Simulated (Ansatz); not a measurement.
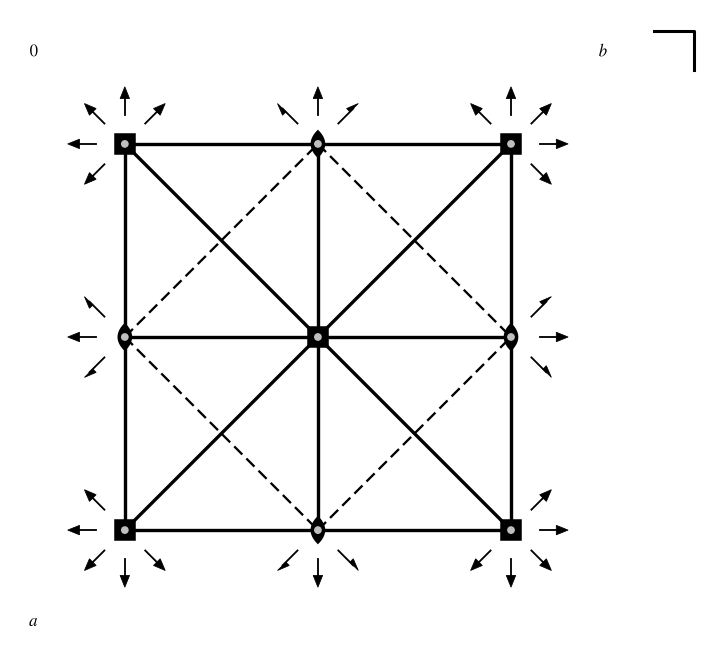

Symmetry elements of a space group, projected down c, computed from the operations of a computed or model structure of composition AlHCl4, which need not be its known form.

Symbols follow the International Tables: origin at the upper left, the third axis towards the viewer; heavy, dashed, dotted, dash-dotted and dash-dot-dot lines are mirror, in-plane glide, out-of-plane glide, diagonal (n; with arrows d) and double (e) glide planes seen edge on; arrows at the rim are 2 (full head) and 2₁ (half head) axes in the plane; the corner sign is a plane parallel to the page; fractions are heights. Handed screw axes carry their printed symbol instead of tails.

Question: Give the Hermann–Mauguin symbol and number.

Answer: No. 123, P4/mmm; primitive tetragonal, point group 4/mmm, 16 general positions a cell.

Question: List the elements shown.

Answer: 4 axes along c at (0, 0), (1/2, 1/2); 2 axes along c at (0, 1/2), (1/2, 0); inversion centres at (0, 0), (0, 1/2), (1/2, 0), (1/2, 1/2); mirror planes holding c and [1 1 0] or [−1 1 0]; in-plane glide planes holding c and [1 1 0] or [−1 1 0]; mirror planes normal to a, at x = 0, 1/2; mirror planes normal to b, at y = 0, 1/2; a mirror plane normal to c at height 0; 2 axes along [1 1 0] at height 0; 2 axes along [−1 1 0] at height 0; 2 axes along a at height 0; 2 axes along b at height 0; 2₁ axes along [1 1 0] at height 0; 2₁ axes along [−1 1 0] at height 0. Heights repeat every half period; positions are (a, b) fractions, modulo 1.
